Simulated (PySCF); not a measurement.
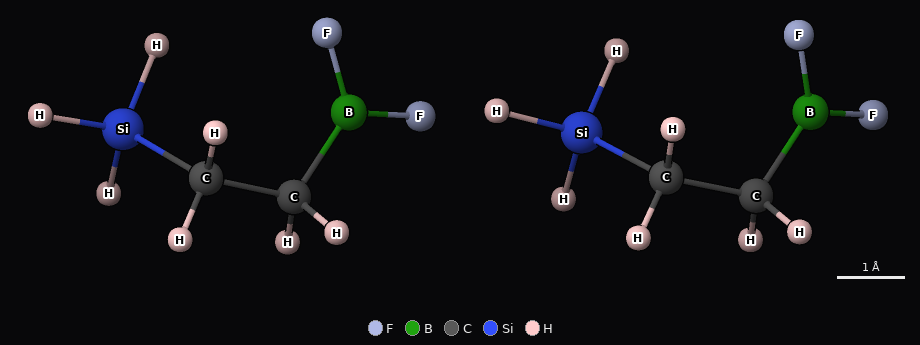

Two geometries of C2H7BF2Si, drawn at one scale. One is the start of a relaxation, the other its converged end. Style: ball-and-stick. Shown at a tilt.

All numbers below come from PySCF 2.14.0, density-fitted response routines, PBE0-D3(BJ)/def2-SVP geometry optimisation, gas phase. 

Which one is relaxed?

Answer. The right one is the relaxed one. The start comes from GFN2-xTB. Its atoms were then displaced at random by about 0.01 Å. The largest move after the best rigid fit is that of an F atom, 0.33 Å. By element the largest moves are F 0.33 Å, H 0.13 Å, Si 0.05 Å, B 0.05 Å, C 0.04 Å. Some distances before and after: H–Si 1.454 → 1.494 Å, C–H 1.067 → 1.103 Å, B–C 1.589 → 1.563 Å, C–Si 1.912 → 1.888 Å. Bond angles that change, for instance: C–Si–H 107.7° → 111.1°, H–C–H 108.7° → 106.1°, C–C–H 108.6° → 111.0°. The energy falls by 12.5 kJ/mol in 18 geometry steps. Cost: 110 s on 1 thread of Arm Neoverse V1, on a shared host.
